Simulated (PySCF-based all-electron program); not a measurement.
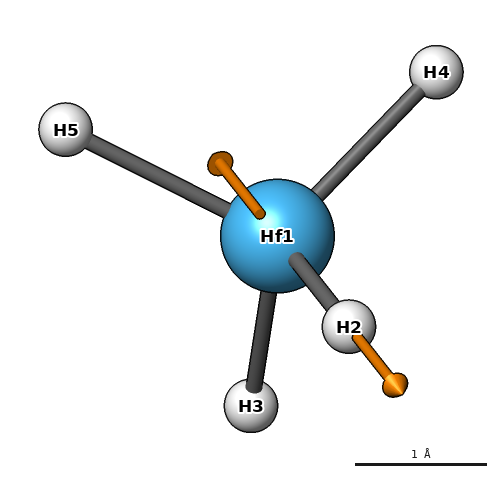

Arrows show the forces on the atoms, 0.4 Å of arrow for 1 eV/Å; forces under a tenth of the largest aren't drawn. Charge 0, singlet. Level of theory: PBE, all-electron, scalar-relativistic (Koelling-Harmon), large uncontracted Gaussian sets (PySCF-based all-electron program).

Which bond do the forces act along most?

Hf1–H2, now 1.656 Å: the forces push its atoms apart, so a first step downhill lengthens it.

List the force components in the frame of the picture (x right, y up, z towards the viewer), in eV/Å.

```
atom     Fx     Fy     Fz
 Hf1  −0.92   1.16  −2.35
  H2   0.88  −1.11   2.25
  H3   0.01  −0.02   0.03
  H4   0.01  −0.02   0.03
  H5   0.01  −0.02   0.03
```
